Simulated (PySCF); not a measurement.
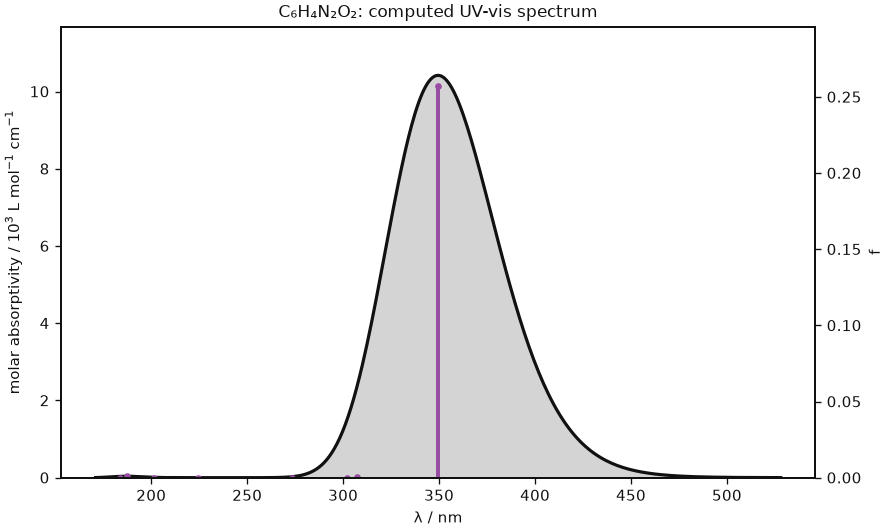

Computed absorption of C₆H₄N₂O₂, SMILES O=C1NC=C2C(=O)NC=C12. Vertical TDDFT excitations, ωB97X-D/def2-SVPD in PySCF, at a GFN2-xTB geometry (no frequency check), gas phase. The lowest 8 singlet states are shown; each is broadened by a Gaussian of 1/e half-width 0.40 eV. Sticks give oscillator strengths (right axis).

Does any vertical transition fall in the visible?

No singlet lies below 3.1 eV (beyond 400 nm), so at this level no vertical transition falls in the visible.

Which of the computed transitions is the brightest, and what character does the calculation give it?

S1 at 3.55 eV (349 nm), f = 0.257, mainly HOMO → LUMO (97 %).

Where is the maximum of the broadened curve, and how high is it?

At about 3.5 eV (350 nm), with ε near 10000 L mol⁻¹ cm⁻¹.

Caveats: the tight-binding geometry is rougher than a DFT one and adds to the error; core orbitals are frozen in the response.
